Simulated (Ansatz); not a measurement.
# GaH₃+ (doublet): one geometry, many settings at scale of all distances = 1.127

What do other methods and options give for GaH₃+ (doublet) at this geometry, and how long do they take?

Computed with Ansatz 0.2.0, Gaussian basis. Level: the settings change from run to run.

14 further runs of the same task are left out: 1 for a known fault of the program, 12 that didn't finish, 1 set aside as unsound or not needed.

## (1) The system

The geometry derives from a PBE0/def2-TZVP stationary point (not a proven minimum). All distances are scaled together. No spin-orbit coupling is included. The filled d shell of Ga may be among the frozen orbitals whatever the setting's name suggests; the logs give the count.

4 atoms, charge 1, spin multiplicity 2.

Atoms are counted from 1 here; the program's logs count them from 0.

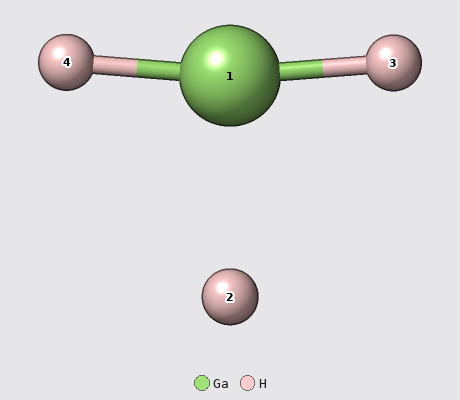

The geometry (gallium green, hydrogen pink); atoms are numbered from 1 in the order of the file.

## (2) CCSD on UHF/aug-cc-pVDZ

Contents of in.yaml:

```yaml
crystal:
  periodic: [false, false, false]
  atoms:
    - {symbol: Ga, position_ang: [0.000000, 0.028550, 0.000000]}
    - {symbol: H, position_ang: [0.000000, -2.307260, 0.000000]}
    - {symbol: H, position_ang: [0.000000, 0.166163, -1.721121]}
    - {symbol: H, position_ang: [0.000000, 0.166163, 1.721121]}
basis:
  gaussian: {orbitals: aug-cc-pVDZ}
total_charge: 1
magnetization: {spin_polarized: true, initial_magnetization: 1}
correlation: {method: ccsd, electrons: outside_noble_gas}
scf: {lower_state_search: off}
```

Command:

```console
$ ansatz run in.yaml --threads 1 --pin off --events-out ev --progress --plain --max-ram 2393MiB
```

Log, cut to the lines that bear on the results:

```text
Functional definition: HF
  name "HF"
  cite "Fock, Z. Phys. 61, 126 (1930) doi:10.1007/BF01340294"
  parent pbe
[...]
659 factors; integrals over basis functions are off by at most 5.6e-4 eV
[...]
mean field -52370.21277806 eV, -1924.5698217884 hartree, gradient 2.5e-6 eV, S^2 0.751669; 0 other end points of the search recorded, 0 dependent functions left out
14 core orbitals not correlated: weight in the atoms' cores, before any rotation towards them, 0.999 or more for the frozen orbitals, at most 0.000 for the correlated occupied ones
reference -52370.21277806 eV, -1924.5698217884 hartree; 3, 2 occupied and 46, 47 virtual orbitals, 659 factors
second order -1.49698114 eV of doubles, -0.00000000 eV of singles
cycle   1  -1.85256993 eV  change   -3.6e-1 eV  update   5.5e-2
[...]
cycle  11  -2.05271852 eV  change   -2.4e-6 eV  update   3.9e-6
Total energy: -52372.26549658 eV, -1924.6452578026 hartree
Checks for a lower state left out: stability, starts, cluster_reference, orbital_swaps, neighbouring_geometries, increment
```

Wall time 1.2 s (1 thread of Arm Neoverse V2, shared host).

From the report: ⟨S²⟩ of the determinant 0.752 (pure doublet: 0.75); correlation -2.0527 eV; T1 0.015; largest double amplitude 0.10.

## (3) CISD/def2-SVP

Contents of in.yaml:

```yaml
crystal:
  periodic: [false, false, false]
  atoms:
    - {symbol: Ga, position_ang: [0.000000, 0.028550, 0.000000]}
    - {symbol: H, position_ang: [0.000000, -2.307260, 0.000000]}
    - {symbol: H, position_ang: [0.000000, 0.166163, -1.721121]}
    - {symbol: H, position_ang: [0.000000, 0.166163, 1.721121]}
basis:
  gaussian: {orbitals: def2-SVP}
total_charge: 1
magnetization: {spin_polarized: false, initial_magnetization: 1}
correlation: {active_space: {ras: {orbitals: [2, 1, 30], electrons: 5, max_holes: 2, max_particles: 2}, fixed_orbitals: true}}
```

Launched as before.

Log:

```text
Functional definition: HF
  name "HF"
  cite "Fock, Z. Phys. 61, 126 (1930) doi:10.1007/BF01340294"
  parent pbe
  exchange = exact_x
  correlation = 0
472 factors; integrals over basis functions are off by at most 1.5e-3 eV
mean field evaluation 1: about -52363.3129 eV, gradient 8.1e0 eV
mean field evaluation 2: about -52363.3159 eV, gradient 8.1e0 eV
mean field evaluation 4: about -52364.2528 eV, gradient 5.3e-1 eV
mean field evaluation 8: about -52364.2544 eV, gradient 4.5e-2 eV
mean field -52364.25436226 eV, -1924.3508540466 hartree, gradient 2.1e-6 eV, S^2 0.750000; 0 other end points of the search recorded, 0 dependent functions left out
reference -52364.25436226 eV, -1924.3508540466 hartree; 17, 16 occupied and 30, 31 virtual orbitals, 472 factors
state -52366.19341564 eV, -1924.4221129439 hartree
Total energy: -52366.19341564 eV, -1924.4221129439 hartree
```

Wall time 0.66 s (1 thread of Arm Neoverse V2, shared host).

From the report: 2,920 determinants.

## (4) NEVPT2(5,6)/STO-3G

Changes to in.yaml since step 3:

```diff
@@ -8,5 +8,7 @@
 basis:
-  gaussian: {orbitals: def2-SVP}
+  gaussian: {orbitals: STO-3G, fitting: {mean_field: def2-universal-jkfit}}
 total_charge: 1
 magnetization: {spin_polarized: false, initial_magnetization: 1}
-correlation: {active_space: {ras: {orbitals: [2, 1, 30], electrons: 5, max_holes: 2, max_particles: 2}, fixed_orbitals: true}}
+correlation: {method: sc_nevpt2, electrons: valence, active_space: {window: {electrons: 5, orbitals: 6}}}
+accuracy: high
+scf: {lower_state_search: full}
```

Same command.

Log, cut to the lines that bear on the results:

```text
Functional definition: HF
  name "HF"
  cite "Fock, Z. Phys. 61, 126 (1930) doi:10.1007/BF01340294"
  parent pbe
[...]
320 factors; integrals over basis functions are off by at most 1.6e-2 eV
[...]
mean field -51764.04388249 eV, -1902.2935257525 hartree, gradient 2.3e-8 eV, S^2 0.750000; 20 other end points of the search recorded, 0 dependent functions left out
reference -51764.04388249 eV, -1902.2935257525 hartree; 17, 16 occupied and 4, 5 virtual orbitals, 320 factors
state -51766.01017831 eV, -1902.3657857909 hartree
state -51766.01017831 eV, -1902.3657857909 hartree; corrected -51766.39120750 eV, -1902.3797883553 hartree
Total energy: -51766.39120750 eV, -1902.3797883553 hartree
```

It took 3.1 s on 1 thread of Arm Neoverse V2, shared host.

From the report: 150 determinants; active occupations 1.95, 1.82, 1.00, 0.18, 0.05, 0.00.

## (5) BCCD(T) on UHF/cc-pVDZ

Contents of in.yaml:

```yaml
crystal:
  periodic: [false, false, false]
  atoms:
    - {symbol: Ga, position_ang: [0.000000, 0.028550, 0.000000]}
    - {symbol: H, position_ang: [0.000000, -2.307260, 0.000000]}
    - {symbol: H, position_ang: [0.000000, 0.166163, -1.721121]}
    - {symbol: H, position_ang: [0.000000, 0.166163, 1.721121]}
basis:
  gaussian: {orbitals: cc-pVDZ}
total_charge: 1
magnetization: {spin_polarized: true, initial_magnetization: 1}
correlation: {method: bccd_t, electrons: valence, diis_vectors: 4}
scf: {omitted_lower_state_checks: [cluster_reference]}
output: {forces: true}
```

Same command.

Log, cut to the lines that bear on the results:

```text
Functional definition: HF
  name "HF"
  cite "Fock, Z. Phys. 61, 126 (1930) doi:10.1007/BF01340294"
  parent pbe
[...]
450 factors; integrals over basis functions are off by at most 1.3e-3 eV
[...]
mean field -52370.14588796 eV, -1924.5673636226 hartree, gradient 2.5e-6 eV, S^2 0.751562; 2 other end points of the search recorded, 0 dependent functions left out
9 core orbitals not correlated: weight in the atoms' cores, before any rotation towards them, 1.000 or more for the frozen orbitals, at most 0.000 for the correlated occupied ones
reference -52370.14588796 eV, -1924.5673636226 hartree; 8, 7 occupied and 25, 26 virtual orbitals, 450 factors
second order -1.88756067 eV of doubles, -0.00000000 eV of singles
cycle   1  -2.23183631 eV  change   -3.4e-1 eV  update   5.9e-2
[...]
cycle  14  -2.44669341 eV  change   -1.1e-7 eV  update   5.5e-7
perturbative correction -0.06739133 eV, -0.0024765858 hartree
[...]
Total energy: -52372.65997270 eV, -1924.6597545329 hartree
Atom 0 at     0.000000     0.028550     0.000000 Å, force    -0.000000     0.231524    -0.000000 eV/Å
Atom 1 at     0.000000    -2.307260     0.000000 Å, force    -0.000000     0.135486    -0.000000 eV/Å
Atom 2 at     0.000000     0.166163    -1.721121 Å, force     0.000000    -0.183505     1.944845 eV/Å
Atom 3 at     0.000000     0.166163     1.721121 Å, force    -0.000000    -0.183505    -1.944845 eV/Å
Dipole moment:     0.000000    -0.150441    -0.000000 e Å
Checks for a lower state left out: cluster_reference
```

Run time: 3.8 s. Hardware: 1 thread of Arm Neoverse V2, shared host.

From the report: ⟨S²⟩ of the determinant 0.752 (pure doublet: 0.75); correlation -2.5141 eV; largest double amplitude 0.11.

## (6) CCSD(T) on UHF/aug-cc-pVDZ

Contents of in.yaml:

```yaml
crystal:
  periodic: [false, false, false]
  atoms:
    - {symbol: Ga, position_ang: [0.000000, 0.028550, 0.000000]}
    - {symbol: H, position_ang: [0.000000, -2.307260, 0.000000]}
    - {symbol: H, position_ang: [0.000000, 0.166163, -1.721121]}
    - {symbol: H, position_ang: [0.000000, 0.166163, 1.721121]}
basis:
  gaussian: {orbitals: aug-cc-pVDZ, fitting: {mean_field: def2-universal-jkfit}}
total_charge: 1
magnetization: {spin_polarized: true, initial_magnetization: 1}
correlation: {method: ccsd_t, electrons: outside_noble_gas}
scf: {lower_state_search: full}
```

Same command.

Log, cut to the lines that bear on the results:

```text
Functional definition: HF
  name "HF"
  cite "Fock, Z. Phys. 61, 126 (1930) doi:10.1007/BF01340294"
  parent pbe
[...]
320 factors; integrals over basis functions are off by at most 5.5e-1 eV
[...]
mean field -52370.21122915 eV, -1924.5697648671 hartree, gradient 2.5e-6 eV, S^2 0.751670; 4 other end points of the search recorded, 0 dependent functions left out
14 core orbitals not correlated: weight in the atoms' cores, before any rotation towards them, 0.999 or more for the frozen orbitals, at most 0.000 for the correlated occupied ones
reference -52370.21122915 eV, -1924.5697648671 hartree; 3, 2 occupied and 46, 47 virtual orbitals, 320 factors
second order -1.49101744 eV of doubles, -0.00000000 eV of singles
cycle   1  -1.85043399 eV  change   -3.6e-1 eV  update   5.5e-2
[...]
cycle  11  -2.05163509 eV  change   -2.5e-6 eV  update   3.8e-6
perturbative correction -0.03091865 eV, -0.0011362395 hartree
Total energy: -52372.29378289 eV, -1924.6462973056 hartree
```

Run time: 1.4 s. Hardware: 1 thread of Arm Neoverse V2, shared host.

From the report: ⟨S²⟩ of the determinant 0.752 (pure doublet: 0.75); correlation -2.0826 eV; T1 0.015; largest double amplitude 0.10.

## (7) CCSD on ROHF/def2-mTZVP

Contents of in.yaml:

```yaml
crystal:
  periodic: [false, false, false]
  atoms:
    - {symbol: Ga, position_ang: [0.000000, 0.028550, 0.000000]}
    - {symbol: H, position_ang: [0.000000, -2.307260, 0.000000]}
    - {symbol: H, position_ang: [0.000000, 0.166163, -1.721121]}
    - {symbol: H, position_ang: [0.000000, 0.166163, 1.721121]}
basis:
  gaussian: {orbitals: def2-mTZVP}
total_charge: 1
magnetization: {spin_polarized: false, initial_magnetization: 1}
hamiltonian: {pseudopotentials: {relativity: none}}
correlation: {method: ccsd, electrons: outside_noble_gas}
scf: {lower_state_search: off}
output: {forces: true}
```

Same command.

Log, cut to the lines that bear on the results:

```text
Functional definition: HF
  name "HF"
  cite "Fock, Z. Phys. 61, 126 (1930) doi:10.1007/BF01340294"
  parent pbe
[...]
440 factors; integrals over basis functions are off by at most 6.5e-4 eV
[...]
mean field -52370.93083622 eV, -1924.5962099392 hartree, gradient 1.9e-6 eV, S^2 0.750000; 0 other end points of the search recorded, 0 dependent functions left out
14 core orbitals not correlated: weight in the atoms' cores, before any rotation towards them, 0.999 or more for the frozen orbitals, at most 0.000 for the correlated occupied ones
reference -52370.93083622 eV, -1924.5962099392 hartree; 3, 2 occupied and 28, 29 virtual orbitals, 440 factors
second order -1.21819202 eV of doubles, -0.00351797 eV of singles
cycle   1  -1.53350558 eV  change   -3.1e-1 eV  update   5.7e-2
[...]
cycle  11  -1.74434085 eV  change   -2.5e-6 eV  update   3.9e-6
[...]
Total energy: -52372.67517707 eV, -1924.6603132830 hartree
Atom 0 at     0.000000     0.028550     0.000000 Å, force     0.000000     0.296297     0.000000 eV/Å
Atom 1 at     0.000000    -2.307260     0.000000 Å, force    -0.000000     0.038666    -0.000000 eV/Å
Atom 2 at     0.000000     0.166163    -1.721121 Å, force     0.000000    -0.167482     1.724642 eV/Å
Atom 3 at     0.000000     0.166163     1.721121 Å, force    -0.000000    -0.167482    -1.724642 eV/Å
Dipole moment:    -0.000000    -0.135452    -0.000000 e Å
Checks for a lower state left out: starts, cluster_reference, orbital_swaps, neighbouring_geometries, increment
```

Run time: 1.2 s. Hardware: 1 thread of Arm Neoverse V2, shared host.

From the report: correlation -1.7443 eV; T1 0.020; largest double amplitude 0.12.

## (8) CISD/aug-cc-pVDZ

Contents of in.yaml:

```yaml
crystal:
  periodic: [false, false, false]
  atoms:
    - {symbol: Ga, position_ang: [0.000000, 0.028550, 0.000000]}
    - {symbol: H, position_ang: [0.000000, -2.307260, 0.000000]}
    - {symbol: H, position_ang: [0.000000, 0.166163, -1.721121]}
    - {symbol: H, position_ang: [0.000000, 0.166163, 1.721121]}
basis:
  gaussian: {orbitals: aug-cc-pVDZ}
total_charge: 1
magnetization: {spin_polarized: false, initial_magnetization: 1}
correlation: {active_space: {ras: {orbitals: [2, 1, 46], electrons: 5, max_holes: 2, max_particles: 2}, fixed_orbitals: true}}
accuracy: high
```

Launched as before.

Log:

```text
Functional definition: HF
  name "HF"
  cite "Fock, Z. Phys. 61, 126 (1930) doi:10.1007/BF01340294"
  parent pbe
  exchange = exact_x
  correlation = 0
1252 factors; integrals over basis functions are off by at most 4.0e-9 eV
mean field evaluation 1: about -52369.1810 eV, gradient 8.2e0 eV
mean field evaluation 2: about -52369.1864 eV, gradient 8.2e0 eV
mean field evaluation 4: about -52370.2003 eV, gradient 5.4e-1 eV
mean field evaluation 8: about -52370.2050 eV, gradient 3.3e-2 eV
mean field evaluation 16: about -52370.2050 eV, gradient 3.0e-8 eV
mean field -52370.20497680 eV, -1924.5695350976 hartree, gradient 3.0e-8 eV, S^2 0.750000; 0 other end points of the search recorded, 0 dependent functions left out
reference -52370.20497680 eV, -1924.5695350976 hartree; 17, 16 occupied and 46, 47 virtual orbitals, 1252 factors
state -52372.21770228 eV, -1924.6435013947 hartree
Total energy: -52372.21770228 eV, -1924.6435013947 hartree
```

Wall time 2.4 s (1 thread of Arm Neoverse V2, shared host).

From the report: 6,976 determinants.

## (9) BCCD/def2-mTZVP

Contents of in.yaml:

```yaml
crystal:
  periodic: [false, false, false]
  atoms:
    - {symbol: Ga, position_ang: [0.000000, 0.028550, 0.000000]}
    - {symbol: H, position_ang: [0.000000, -2.307260, 0.000000]}
    - {symbol: H, position_ang: [0.000000, 0.166163, -1.721121]}
    - {symbol: H, position_ang: [0.000000, 0.166163, 1.721121]}
basis:
  gaussian: {orbitals: def2-mTZVP}
total_charge: 1
magnetization: {spin_polarized: true, initial_magnetization: 1}
hamiltonian: {xc: {name: PBE0}}
correlation: {method: bccd, electrons: valence}
```

Same command.

Log, cut to the lines that bear on the results:

```text
Functional definition: PBE0
  name "PBE0"
  cite "Adamo & Barone, J. Chem. Phys. 110, 6158 (1999) doi:10.1063/1.478522"
  cite "Perdew, Burke & Ernzerhof, Phys. Rev. Lett. 77, 3865 (1996) doi:10.1103/PhysRevLett.77.3865"
  parent pbe
[...]
440 factors; integrals over basis functions are off by at most 6.5e-4 eV
[...]
mean field -52408.09536621 eV, -1925.9619812253 hartree, gradient 5.3e-6 eV, S^2 0.751177; 0 other end points of the search recorded, 0 dependent functions left out
9 core orbitals not correlated: weight in the atoms' cores, before any rotation towards them, 1.000 or more for the frozen orbitals, at most 0.000 for the correlated occupied ones
reference -52370.47694167 eV, -1924.5795296222 hartree; 8, 7 occupied and 28, 29 virtual orbitals, 440 factors
second order -5.00191617 eV of doubles, -0.35245618 eV of singles
cycle   1  -4.87245960 eV  change    4.6e-1 eV  update   8.5e-2
[...]
cycle  10  -5.27231315 eV  change    1.1e-5 eV  update   1.5e-5
Total energy: -52375.74925482 eV, -1924.7732835568 hartree
```

Wall time 1.7 s (1 thread of Arm Neoverse V2, shared host).

From the report: ⟨S²⟩ of the determinant 0.751 (pure doublet: 0.75); correlation -5.2723 eV; largest double amplitude 0.12.

## (10) CCSD on ROHF/def2-TZVP

Contents of in.yaml:

```yaml
crystal:
  periodic: [false, false, false]
  atoms:
    - {symbol: Ga, position_ang: [0.000000, 0.028550, 0.000000]}
    - {symbol: H, position_ang: [0.000000, -2.307260, 0.000000]}
    - {symbol: H, position_ang: [0.000000, 0.166163, -1.721121]}
    - {symbol: H, position_ang: [0.000000, 0.166163, 1.721121]}
basis:
  gaussian: {orbitals: def2-TZVP}
total_charge: 1
magnetization: {spin_polarized: false, initial_magnetization: 1}
hamiltonian: {pseudopotentials: {relativity: scalar}}
correlation: {method: ccsd, electrons: valence}
output: {forces: true}
```

Same command.

Log, cut to the lines that bear on the results:

```text
Functional definition: HF
  name "HF"
  cite "Fock, Z. Phys. 61, 126 (1930) doi:10.1007/BF01340294"
  parent pbe
[...]
472 factors; integrals over basis functions are off by at most 1.4e-3 eV
[...]
mean field -52781.31149565 eV, -1939.6774210071 hartree, gradient 1.2e-6 eV, S^2 0.750000; 0 other end points of the search recorded, 0 dependent functions left out
[...]
9 core orbitals not correlated: weight in the atoms' cores, before any rotation towards them, 1.000 or more for the frozen orbitals, at most 0.000 for the correlated occupied ones
reference -52781.31149565 eV, -1939.6774210071 hartree; 8, 7 occupied and 49, 50 virtual orbitals, 472 factors
second order -5.59040133 eV of doubles, -0.00418497 eV of singles
cycle   1  -5.50152067 eV  change    9.3e-2 eV  update   8.3e-2
[...]
cycle  12  -5.89891468 eV  change    5.0e-6 eV  update   3.6e-6
[...]
Total energy: -52787.21041033 eV, -1939.8942021233 hartree
Relativity: scalar
Atom 0 at     0.000000     0.028550     0.000000 Å, force     0.000000     0.263469    -0.000000 eV/Å
Atom 1 at     0.000000    -2.307260     0.000000 Å, force     0.000000     0.162670     0.000000 eV/Å
Atom 2 at     0.000000     0.166163    -1.721121 Å, force     0.000000    -0.213069     2.178519 eV/Å
Atom 3 at     0.000000     0.166163     1.721121 Å, force     0.000000    -0.213069    -2.178519 eV/Å
Dipole moment:    -0.000000    -0.157352    -0.000000 e Å
```

Wall time 8.5 s (1 thread of Arm Neoverse V2, shared host).

From the report: correlation -5.8989 eV; T1 0.017; largest double amplitude 0.11.

## (11) The runs in one table

Where basis and cores are those of an earlier FCI/aug-cc-pVDZ run (-52372.3106 eV), and the state is the same kind, the miss against it is given.

```csv
level,correlated,functions,energy (eV),from FCI (meV),time
CCSD on UHF/aug-cc-pVDZ,outside noble gas,63,-52372.2655,45.1,1.2 s
CISD/def2-SVP,outside noble gas,47,-52366.1934,,0.66 s
"NEVPT2(5,6)/STO-3G",valence,21,-51766.3912,,3.1 s
BCCD(T) on UHF/cc-pVDZ,valence,42,-52372.6600,,3.8 s
CCSD(T) on UHF/aug-cc-pVDZ,outside noble gas,63,-52372.2938,16.8,1.4 s
CCSD on ROHF/def2-mTZVP,outside noble gas,45,-52372.6752,,1.2 s
CISD/aug-cc-pVDZ,outside noble gas,63,-52372.2177,92.9,2.4 s
BCCD/def2-mTZVP (on PBE0 orbitals),valence,45,-52375.7493,,1.7 s
CCSD on ROHF/def2-TZVP (relativity set),valence,66,-52787.2104,,8.5 s
```

## (12) What came out

```
quantity                                           value
    runs                                               9
quickest                           CISD/def2-SVP, 0.66 s
 slowest  CCSD on ROHF/def2-TZVP (relativity set), 8.5 s
```

**Reading.** Total energies in different bases, with other cores or another treatment of relativity can't be set against each other. CCSD on ROHF/def2-TZVP (relativity set) took 13 times as long as CISD/def2-SVP; the jobs differ in more than the method. Among the correlated runs with a miss given, it spans +17 to +93 meV.
